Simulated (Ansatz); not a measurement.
# H4C6Br2O (P2_1/c) (104 atoms) under strain

How stiff is H4C6Br2O (P2_1/c) (104 atoms), and how do its levels respond to strain?

Main program and level: Ansatz 0.2.0; Kohn-Sham DFT, PBE+D4, PAW (set soft_2), plane waves.

## (1) Set-up

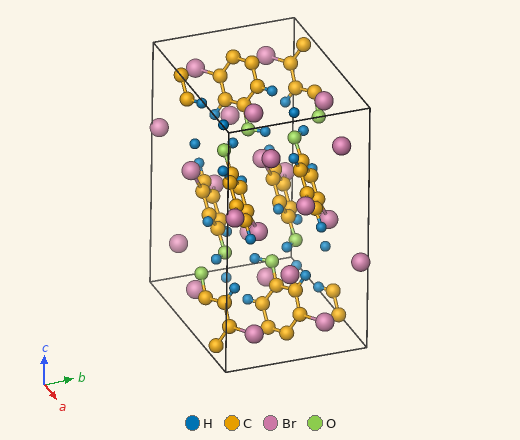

The cell as given, slightly off an axis (hydrogen blue, carbon orange, bromine pink, oxygen green). Bonds to atoms that aren't drawn are left out. Some periodic images of atoms are drawn too.

The cell holds 104 atoms: 32 H, 48 C, 16 Br and 8 O. Cell: a = 11.169 Å, b = 8.413 Å, c = 14.911 Å, α = 90.0°, β = 91.1°, γ = 90.0°. It derives from H4C6Br2O (P2_1/c), repeated 1×2×1. H4C6Br2O, space group P2_1/c, structure from the Crystallography Open Database, 1 x 2 x 1 conventional cells; every coordinate displaced by a Gaussian of 0.01 Å; bonds to H set to neutron lengths (C-H 1.089, N-H 1.015, O-H 0.983, B-H 1.19 Å) where the listed ones are shorter.

Limits known from the start: Only the Γ point is sampled.

## (2) Single point at the start

The forces at the start show how far the geometry lies from a minimum of this functional.

Input file input.yaml:

```yaml
crystal:
  lattice:
    - [11.169, 0.0, 0.0]
    - [0.0, 8.4134, 0.0]
    - [-0.27845, 0.0, 14.9084]
  atoms:
    - { symbol: H, position: [0.7903, 0.07649, 0.75376] }
    - { symbol: H, position: [0.21205, 0.32793, 0.74477] }
    - { symbol: H, position: [0.21191, 0.42382, 0.24646] }
    - { symbol: H, position: [0.78879, 0.17104, 0.25472] }
    - { symbol: H, position: [0.53871, 0.34696, 0.58946] }
    - { symbol: H, position: [0.46031, 0.09923, 0.91008] }
    - { symbol: H, position: [0.46235, 0.15328, 0.4107] }
    - { symbol: H, position: [0.53973, 0.40093, 0.09002] }
    - { symbol: H, position: [0.52112, 0.29094, 0.74683] }
    - { symbol: H, position: [0.47883, 0.04435, 0.7529] }
    - { symbol: H, position: [0.4784, 0.20717, 0.25387] }
    - { symbol: H, position: [0.52175, 0.45736, 0.24788] }
    - { symbol: H, position: [0.88677, 0.22648, 0.49] }
    - { symbol: H, position: [0.11371, 0.4787, 0.01173] }
    - { symbol: H, position: [0.11314, 0.2748, 0.51042] }
    - { symbol: H, position: [0.88614, 0.02362, 0.98806] }
    - { symbol: C, position: [0.65769, 0.20898, 0.67724] }
    - { symbol: C, position: [0.34471, 0.46185, 0.82242] }
    - { symbol: C, position: [0.34486, 0.28809, 0.32327] }
    - { symbol: C, position: [0.65559, 0.03842, 0.17764] }
    - { symbol: C, position: [0.76796, 0.13905, 0.69033] }
    - { symbol: C, position: [0.234, 0.38927, 0.8091] }
    - { symbol: C, position: [0.23307, 0.36399, 0.30952] }
    - { symbol: C, position: [0.7665, 0.11276, 0.1919] }
    - { symbol: C, position: [0.70895, 0.29397, 0.53211] }
    - { symbol: C, position: [0.29049, 0.0438, 0.96855] }
    - { symbol: C, position: [0.29126, 0.20717, 0.46703] }
    - { symbol: C, position: [0.71242, 0.45492, 0.03269] }
    - { symbol: C, position: [0.627, 0.28932, 0.60058] }
    - { symbol: C, position: [0.37397, 0.04224, 0.90016] }
    - { symbol: C, position: [0.37482, 0.20904, 0.40038] }
    - { symbol: C, position: [0.62529, 0.4593, 0.09811] }
    - { symbol: C, position: [0.84729, 0.14343, 0.62221] }
    - { symbol: C, position: [0.15374, 0.39479, 0.87737] }
    - { symbol: C, position: [0.15186, 0.35483, 0.37808] }
    - { symbol: C, position: [0.84703, 0.1064, 0.12289] }
    - { symbol: C, position: [0.82083, 0.22188, 0.54277] }
    - { symbol: C, position: [0.17755, 0.47287, 0.95757] }
    - { symbol: C, position: [0.1772, 0.27846, 0.45705] }
    - { symbol: C, position: [0.82306, 0.02685, 0.04206] }
    - { symbol: Br, position: [5.0e-05, 0.05107, 0.63904] }
    - { symbol: Br, position: [0.99896, 0.30313, 0.86062] }
    - { symbol: Br, position: [0.99986, 0.44797, 0.36175] }
    - { symbol: Br, position: [0.00028, 0.199, 0.13957] }
    - { symbol: Br, position: [0.67295, 0.39749, 0.42312] }
    - { symbol: Br, position: [0.32737, 0.14598, 0.07702] }
    - { symbol: Br, position: [0.32789, 0.10271, 0.57783] }
    - { symbol: Br, position: [0.67235, 0.35371, 0.92236] }
    - { symbol: O, position: [0.57471, 0.19998, 0.74606] }
    - { symbol: O, position: [0.42586, 0.45015, 0.75144] }
    - { symbol: O, position: [0.42532, 0.2972, 0.25274] }
    - { symbol: O, position: [0.57481, 0.05035, 0.24726] }
    - { symbol: H, position: [0.78867, 0.57886, 0.754] }
    - { symbol: H, position: [0.2112, 0.82862, 0.74492] }
    - { symbol: H, position: [0.21167, 0.92359, 0.24559] }
    - { symbol: H, position: [0.78762, 0.67386, 0.25516] }
    - { symbol: H, position: [0.53961, 0.84619, 0.5894] }
    - { symbol: H, position: [0.46069, 0.59769, 0.90959] }
    - { symbol: H, position: [0.46143, 0.65335, 0.41075] }
    - { symbol: H, position: [0.54009, 0.90203, 0.0896] }
    - { symbol: H, position: [0.52023, 0.79125, 0.74683] }
    - { symbol: H, position: [0.47838, 0.54312, 0.75271] }
    - { symbol: H, position: [0.47926, 0.70717, 0.25326] }
    - { symbol: H, position: [0.52127, 0.95705, 0.24667] }
    - { symbol: H, position: [0.88721, 0.72704, 0.48845] }
    - { symbol: H, position: [0.11369, 0.97684, 0.01076] }
    - { symbol: H, position: [0.11305, 0.77343, 0.51334] }
    - { symbol: H, position: [0.88699, 0.52355, 0.98785] }
    - { symbol: C, position: [0.65589, 0.71024, 0.67881] }
    - { symbol: C, position: [0.34385, 0.96263, 0.82315] }
    - { symbol: C, position: [0.3434, 0.78824, 0.32141] }
    - { symbol: C, position: [0.65454, 0.54085, 0.17727] }
    - { symbol: C, position: [0.76673, 0.63855, 0.69012] }
    - { symbol: C, position: [0.23371, 0.88797, 0.80678] }
    - { symbol: C, position: [0.23405, 0.86077, 0.30852] }
    - { symbol: C, position: [0.7674, 0.61474, 0.19167] }
    - { symbol: C, position: [0.71147, 0.79533, 0.53245] }
    - { symbol: C, position: [0.28921, 0.54499, 0.96746] }
    [... 20 atom lines left out ...]
    - { symbol: Br, position: [0.32957, 0.60401, 0.57764] }
    - { symbol: Br, position: [0.67118, 0.85235, 0.92154] }
    - { symbol: O, position: [0.57569, 0.69817, 0.74798] }
    - { symbol: O, position: [0.42615, 0.95023, 0.7529] }
    - { symbol: O, position: [0.42645, 0.7977, 0.25319] }
    - { symbol: O, position: [0.57659, 0.55016, 0.24692] }
kpoints:
  mp_grid: { grid: [1, 1, 1] }
hamiltonian:
  xc: pbe
  dispersion: d4
scf:
  occupations: { method: fixed }
output:
  forces: true
```

Run with:

```
$ ansatz run input.yaml --threads 4 --pin off --max-ram 8192MiB --backend cpu --events-out ev --progress --plain --runs-dir out
```

Numbers of over 12 decimals in the logs are rounded to 6 here.

Output:

```text
[...]
Pseudopotentials: kind: paw
Pseudopotential: H, paw, valence charge 1, recommended cutoff 420 eV (normal), H.paw.azcp
Pseudopotential: C, paw, valence charge 4, recommended cutoff 420 eV (normal), C.paw.azcp
Pseudopotential: Br, paw, valence charge 7, recommended cutoff 420 eV (normal), Br.paw.azcp
Pseudopotential: O, paw, valence charge 6, recommended cutoff 420 eV (normal), O.paw.azcp
[... 5 lines on functional and potentials left out ...]
Crystal: 104 atoms, lattice volume = 1400.931 Å³
Basis set: ecut = 420 eV, 27407 PW (Γ), exchange–correlation on 150×120×200 points (8 copies of the dense FFT grid, shifted against one another)
Bands: 296, of which v1, the nominal top of the filled ones, is band 192 counted from 1 (191 counted from 0)
Symmetry: 1 space group operations
Space group: P1 (ITA 1), of the structure as read, at distance tolerance 1.1e-4 Å
k-points: 1
[... 9 lines on functional and potentials left out ...]
Initial density: superposition of atomic densities (neutral atoms: chi_scale 0, normalization atom), corrected by the library's trained network
Initial wavefunctions: pseudopotential atomic-orbital guess
[...]
SCF iter   1: F=—  HF=-61625.741542 eV  |F-HF|=—  |Δ(HF+E_count)|=         —  Δρ=3.05e-3  dr2=1.16e-1  ethr=1.77e-3  ⟨swp⟩=6.0  Hψ=1096  notcnv=0  defer=100
preconditioner: auto → Resta (q_TF=auto, 2.199 Å⁻¹)  ε∞=2.8  [insulator: Δε(μ)=3.778 eV  Ē_g=14.056 eV  n_scr=236 (ndim 8)  ℏωp=19.0 eV  f_vac=0.076  ε∞_Penn≈2.8]
SCF iter   2: F=—  HF=-61625.739118 eV  |F-HF|=—  |Δ(HF+E_count)|=   2.42e-3  Δρ=1.53e-3  dr2=2.22e-2  ethr=3.02e-5  ⟨swp⟩=2.0  Hψ=482  notcnv=0  defer=102
SCF iter   3: F=—  HF=-61625.744740 eV  |F-HF|=—  |Δ(HF+E_count)|=   5.62e-3  Δρ=5.55e-4  dr2=4.43e-3  ethr=5.79e-6  ⟨swp⟩=2.0  Hψ=392  notcnv=0  defer=54
automatic band count: iteration 3 solves 248 bands in place of 296: the levels show a gap, and the empty bands left out lie too high to hold charge; the band table lists the bands solved (type scf.n_extra_bands for more)
SCF iter   4: F=—  HF=-61625.745285 eV  |F-HF|=—  |Δ(HF+E_count)|=   5.45e-4  Δρ=1.39e-4  dr2=3.03e-4  ethr=1.15e-6  ⟨swp⟩=2.0  Hψ=392  notcnv=0  defer=54
SCF iter   5: F=—  HF=-61625.745567 eV  |F-HF|=—  |Δ(HF+E_count)|=   2.82e-4  Δρ=5.31e-5  dr2=3.87e-5  ethr=7.89e-8  ⟨swp⟩=2.0  Hψ=390  notcnv=0  defer=50
SCF iter   6: F=—  HF=-61625.743925 eV  |F-HF|=—  |Δ(HF+E_count)|=   1.64e-3  Δρ=2.09e-5  dr2=8.39e-6  ethr=1.01e-8  ⟨swp⟩=2.0  Hψ=435  notcnv=0  defer=50
SCF iter   7: F=—  HF=-61625.743927 eV  |F-HF|=—  |Δ(HF+E_count)|=   2.26e-6  Δρ=5.50e-6  dr2=4.59e-7  ethr=2.18e-9  ⟨swp⟩=2.0  Hψ=389  notcnv=0  defer=50
SCF iter   8: F=-61625.743928 eV  HF=-61625.743928 eV  |F-HF|=3.59e-9  |Δ(HF+E_count)|=   3.45e-7  Δρ=2.26e-6  dr2=7.92e-8  ethr=2.60e-11  ⟨swp⟩=5.0  Hψ=799  notcnv=0
SCF 1 converged in 8 iterations: F = -61625.743928 eV  dr2 = 7.92e-8
[...]
SCF converged after 8 iterations
Free energy (F): -61625.743928 eV
Harris-Foulkes:  -61625.743928 eV  (|F-HF|=3.59e-9)
Internal energy: -61625.743928 eV  (E = F + TS)
E sigma→0 (E₀):  -61625.743928 eV
Fermi energy:    1.397385 eV
--- Per-component energies (eV) ---
[...]
Σ components = -61625.743928   (vs F -61625.743928, Δ=0.00e0)
--- Forces (eV/Å), atoms counted from 1 ---
  atom   1  H     -0.21927555     0.30219597    -0.43990313
  atom   2  H      0.21119201     0.34412164     0.64151853
  atom   3  H      0.07745930    -0.00068292     0.02644183
  atom   4  H     -0.07737483     0.11117996     0.16905369
[...]
atom 104  O     -0.20644584     0.07941803     0.31726456
  max |Σ_I F_I| component: 1.60e-5 eV/Å
```

The job ended after 12 s (4 threads of Arm Neoverse V1, shared host; peak memory 1.4 GiB).

The r.m.s. force at the start is 0.58 eV/Å.

## (3) Cell and atoms relaxed

The cell is relaxed with the atoms, since the starting lattice needn't suit this functional.

Input file input.yaml:

```yaml
crystal:
  lattice:
    - [11.169, 0.0, 0.0]
    - [0.0, 8.4134, 0.0]
    - [-0.27845, 0.0, 14.9084]
  atoms:
    [... the 104 atom lines of step 2 ...]
kpoints:
  mp_grid: { grid: [1, 1, 1] }
hamiltonian:
  xc: pbe
  dispersion: d4
scf:
  occupations: { method: fixed }
output:
  forces: true
relax:
  f_tol: 0.05
  max_steps: 150
  cell: {}
```

Output:

```text
[...]
Crystal: 104 atoms, lattice volume = 1400.931 Å³
Basis set: ecut = 420 eV, 27407 PW (Γ), exchange–correlation on 150×120×200 points (8 copies of the dense FFT grid, shifted against one another)
Bands: 296, of which v1, the nominal top of the filled ones, is band 192 counted from 1 (191 counted from 0)
Symmetry: 1 space group operations
[...]
k-points: 1
[...]
SCF iter   1: F=—  HF=-61625.741538 eV  |F-HF|=—  |Δ(HF+E_count)|=         —  Δρ=3.05e-3  dr2=1.16e-1  ethr=1.77e-3  ⟨swp⟩=6.0  Hψ=1096  notcnv=0  defer=100
[...]
SCF iter   8: F=-61625.743928 eV  HF=-61625.743928 eV  |F-HF|=3.72e-9  |Δ(HF+E_count)|=   3.45e-7  Δρ=2.26e-6  dr2=7.91e-8  ethr=2.60e-11  ⟨swp⟩=5.0  Hψ=799  notcnv=0
SCF 1 converged in 8 iterations: F = -61625.743928 eV  dr2 = 7.91e-8
[...]
relax step   1: F+E_penalty+E_count = -61625.74392752 eV  Δ(F+E_penalty+E_count) = +0.000e0 eV  max|allowed force component| = 2.278e0 eV/Å  Δτ_max = 0.0000 Å  P = +1.167 GPa  Ω = 1400.931 Å³  (8 SCF iters, dr2 threshold 1.00e-7 eV, accepted)
[...]
relax step   2: F+E_penalty+E_count = -61626.33591778 eV  Δ(F+E_penalty+E_count) = -5.920e-1 eV  max|allowed force component| = 1.060e0 eV/Å  Δτ_max = 0.1344 Å  P = +0.174 GPa  Ω = 1416.204 Å³  energy of the carried Pulay correction = -2.859e-2 eV  (7 SCF iters, dr2 threshold 1.04e-5 eV, accepted)
[...]
relax step   3: F+E_penalty+E_count = -61626.47324993 eV  Δ(F+E_penalty+E_count) = -1.373e-1 eV  max|allowed force component| = 2.342e-1 eV/Å  Δτ_max = 0.1487 Å  P = -0.006 GPa  Ω = 1412.025 Å³  energy of the carried Pulay correction = -2.080e-2 eV  (7 SCF iters, dr2 threshold 1.04e-5 eV, accepted)
[...]
relax step   4: F+E_penalty+E_count = -61626.48342564 eV  Δ(F+E_penalty+E_count) = -1.018e-2 eV  max|allowed force component| = 9.676e-2 eV/Å  Δτ_max = 0.1471 Å  P = -0.053 GPa  Ω = 1411.931 Å³  energy of the carried Pulay correction = -2.062e-2 eV  (7 SCF iters, dr2 threshold 3.43e-6 eV, accepted)
[...]
relax step   5: F+E_penalty+E_count = -61626.51415663 eV  Δ(F+E_penalty+E_count) = -3.073e-2 eV  max|allowed force component| = 1.958e-2 eV/Å  Δτ_max = 0.0606 Å  P = -0.001 GPa  Ω = 1407.808 Å³  energy of the carried Pulay correction = -1.291e-2 eV  (7 SCF iters, dr2 threshold 5.85e-7 eV, accepted)
relax step   6: F+E_penalty+E_count = -61626.53605428 eV  Δ(F+E_penalty+E_count) = -2.190e-2 eV  max|allowed force component| = 1.961e-2 eV/Å  Δτ_max = 0.0000 Å  P = +0.015 GPa  Ω = 1407.808 Å³  stress off target by 1.11e-1 GPa  SCF on the basis re-selected at this cell (its energy is not comparable with the rows above)  (6 SCF iters)
[...]
relax step   7: F+E_penalty+E_count = -61626.52848608 eV  Δ(F+E_penalty+E_count) = +7.568e-3 eV  max|allowed force component| = 1.792e-2 eV/Å  Δτ_max = 0.0236 Å  P = -0.023 GPa  Ω = 1413.330 Å³  energy of the carried Pulay correction = -1.327e-2 eV  (9 SCF iters, dr2 threshold 3.09e-8 eV, accepted)
[...]
relax step   8: F+E_penalty+E_count = -61626.54812259 eV  Δ(F+E_penalty+E_count) = -1.964e-2 eV  max|allowed force component| = 1.813e-2 eV/Å  Δτ_max = 0.0000 Å  P = -0.020 GPa  Ω = 1413.330 Å³  stress off target by 4.89e-2 GPa  SCF on the basis re-selected at this cell (its energy is not comparable with the rows above)  (5 SCF iters)
[...]
SCF converged after 5 iterations
Free energy (F): -61626.548123 eV
[...]
Internal energy: -61626.548123 eV  (E = F + TS)
E sigma→0 (E₀):  -61626.548123 eV
Fermi energy:    1.378380 eV
[...]
Σ components = -61626.548123   (vs F -61626.548123, Δ=0.00e0)
--- Forces (eV/Å), atoms counted from 1 ---
  atom   1  H      0.00316914     0.00206488     0.00358129
  atom   2  H     -0.00183213     0.00267410    -0.00324603
  atom   3  H     -0.00503210    -0.00084636    -0.00391970
  atom   4  H      0.00221604    -0.00224863     0.00389588
[...]
atom 104  O      0.00776353     0.00817658    -0.00360428
  max |Σ_I F_I| component: 4.09e-6 eV/Å
--- Stress (GPa, compression-positive) ---
       -0.037565      -0.000420       0.016542
       -0.000420       0.003315      -0.000286
        0.016546      -0.000286      -0.024876
  P = ⅓ Tr σ = -0.0197 GPa (-0.197 kbar)
--- Relaxed structure (6 steps of the walk, 6 accepted, 2 SCFs on fresh bases) ---
  F+E_penalty+E_count = -61626.54812259 eV   max|allowed force component| = 1.813e-2 eV/Å   (the final SCF, on the basis selected at the relaxed cell)
  cell:  # Å, volume = 1413.3301 Å³
    - [11.105625, 0.000240554, -0.059303]
    - [0.000181205, 8.590975, -0.000217788]
    - [-0.356028, -0.000391914, 14.815417]
  atoms:
    - { symbol: H, position: [0.785060, 0.070468, 0.753578] }
    - { symbol: H, position: [0.215144, 0.320711, 0.745999] }
    - { symbol: H, position: [0.214944, 0.429697, 0.246139] }
    - { symbol: H, position: [0.785361, 0.179598, 0.254034] }
[...]
- { symbol: O, position: [0.571729, 0.554688, 0.248233] }
```

The job ended after 81 s (4 threads; peak memory 1.4 GiB; 5.2 min of CPU time).

The relaxation converged after 6 steps, with a largest force component of 0.018 eV/Å.

## (4) Single point at the relaxed geometry

One more single point at the end of the walk gives the fuller output and checks the residual forces.

Input file input.yaml:

```yaml
crystal:
  lattice:
    - [11.10563, 0.00024, -0.0593]
    - [0.00018, 8.59097, -0.00022]
    - [-0.35603, -0.00039, 14.81542]
  atoms:
    - { symbol: H, position: [0.78506, 0.07047, 0.75358] }
    - { symbol: H, position: [0.21514, 0.32071, 0.746] }
    - { symbol: H, position: [0.21494, 0.4297, 0.24614] }
    - { symbol: H, position: [0.78536, 0.1796, 0.25403] }
    - { symbol: H, position: [0.53648, 0.34894, 0.59227] }
    - { symbol: H, position: [0.46354, 0.09864, 0.90719] }
    [... 92 atom lines left out ...]
    - { symbol: Br, position: [0.32985, 0.58817, 0.57278] }
    - { symbol: Br, position: [0.67075, 0.83833, 0.9272] }
    - { symbol: O, position: [0.57187, 0.69541, 0.74871] }
    - { symbol: O, position: [0.42836, 0.945, 0.75149] }
    - { symbol: O, position: [0.42864, 0.80476, 0.25144] }
    - { symbol: O, position: [0.57173, 0.55469, 0.24823] }
kpoints:
  mp_grid: { grid: [1, 1, 1] }
hamiltonian:
  xc: pbe
  dispersion: d4
scf:
  occupations: { method: fixed }
output:
  forces: true
  stress: true
  populations: true
  dos:
    method: { smearing: { sigma: 0.15 } }
    de: 0.1
    projected: { site_lists: { Br: [Br], C: [C], H: [H], O: [O] } }
  eigenvalues: true
  write_density: true
  write_potential: true
  volumetric_format: npy
  elf: true
```

Output:

```text
[...]
Crystal: 104 atoms, lattice volume = 1413.330 Å³
Basis set: ecut = 420 eV, 27717 PW (Γ), exchange–correlation on 150×120×200 points (8 copies of the dense FFT grid, shifted against one another)
Bands: 296, of which v1, the nominal top of the filled ones, is band 192 counted from 1 (191 counted from 0)
Symmetry: 1 space group operations
[...]
k-points: 1
[...]
SCF iter   1: F=—  HF=-61626.539346 eV  |F-HF|=—  |Δ(HF+E_count)|=         —  Δρ=2.98e-3  dr2=1.10e-1  ethr=1.77e-3  ⟨swp⟩=5.0  Hψ=1153  notcnv=0  defer=100
[...]
SCF iter   8: F=-61626.548122 eV  HF=-61626.548122 eV  |F-HF|=1.87e-8  |Δ(HF+E_count)|=   3.79e-7  Δρ=2.13e-6  dr2=7.50e-8  ethr=2.60e-11  ⟨swp⟩=26.0  Hψ=3170  notcnv=0
SCF 1 converged in 8 iterations: F = -61626.548122 eV  dr2 = 7.50e-8
[...]
SCF converged after 8 iterations
Free energy (F): -61626.548122 eV
[...]
Internal energy: -61626.548122 eV  (E = F + TS)
E sigma→0 (E₀):  -61626.548122 eV
Fermi energy:    1.378351 eV
[...]
--- Forces (eV/Å), atoms counted from 1 ---
  atom   1  H      0.00303133     0.00208972     0.00338108
  atom   2  H     -0.00182051     0.00202915    -0.00447718
  atom   3  H     -0.00473017    -0.00051628    -0.00467049
  atom   4  H      0.00236180    -0.00200296     0.00413203
  atom   5  H     -0.00449400    -0.00435083     0.00465462
  atom   6  H      0.00233616    -0.00412449    -0.00177564
  atom   7  H      0.00502179     0.00416478    -0.00489575
  atom   8  H     -0.00594372     0.00492058     0.00389118
  atom   9  H      0.00661132     0.00181306    -0.00886441
  atom  10  H     -0.00876953    -0.00154219     0.00720359
  atom  11  H     -0.00545971    -0.00533417     0.00969421
  atom  12  H      0.00978706    -0.00025984    -0.00997231
  atom  13  H      0.00044995     0.00363996     0.00001076
  atom  14  H     -0.00208609     0.00134979    -0.00161988
[...]
atom 103  O     -0.00410421     0.00581887     0.00324351
  atom 104  O      0.00515784     0.00770395    -0.00125559
  max |Σ_I F_I| component: 2.83e-5 eV/Å
--- Stress (GPa, compression-positive) ---
       -0.038901      -0.000632       0.015375
       -0.000632       0.002712       0.000515
        0.015379       0.000515      -0.023712
  P = ⅓ Tr σ = -0.0200 GPa (-0.200 kbar)
--- Band table (eV) ---
[...]
--- Löwdin populations: 104 sites ---
  site symbol       q [e]
     0      H      0.7814
     1      H      0.7814
     2      H      0.7814
[...]
103      O      6.4477
  spilling = 0.009971 (of n_electrons = 384.000000)
```

Run time: 20 s. Hardware: 4 threads; peak memory 1.5 GiB; 77 s of CPU time.

The run gave:

| Property | Result |
| --- | --- |
| free energy | -61626.5481 eV |
| free energy per atom | -592.5630 eV/atom |
| SCF cycles | 8 |
| pressure | -0.01997 GPa |
| r.m.s. force component | 0.00536 eV/Å |
| longest force | 0.02357 eV/Å |
| Fermi energy | 1.378 eV |
| gap (highest filled to lowest empty level) | 3.724 eV |
| spilling of the projection | 0.009971 |

(Part 1 of 2 ends here.)

[Logs are printed without paths, hosts, clocks, repeated set-up lines and the standing remarks that a program may print on its own settings, such as how far it seeks lower states.]

[Hosts, paths, dates, database ids (printed as entryN), source tags and the programs' standing remarks are cut or masked in the printed files.]
